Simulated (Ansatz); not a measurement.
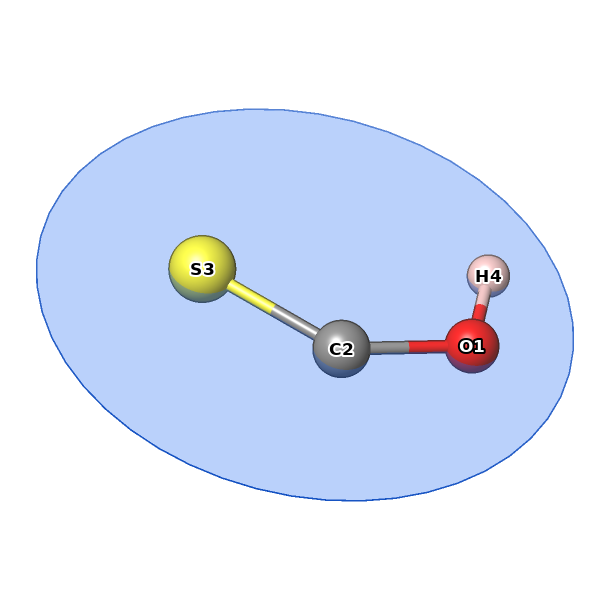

A disc through the centre of mass is drawn in. Distant atoms are faded towards the background colour. Charge 0, doublet. Computed geometry: PBE-D4/def2-SVP optimisation. No frequency run is at hand to confirm it as a minimum.

### Is the plane of the disc a mirror plane of the structure?

Yes. The reflection leaves O1, C2, S3, H4 in place. The point group is Cs.
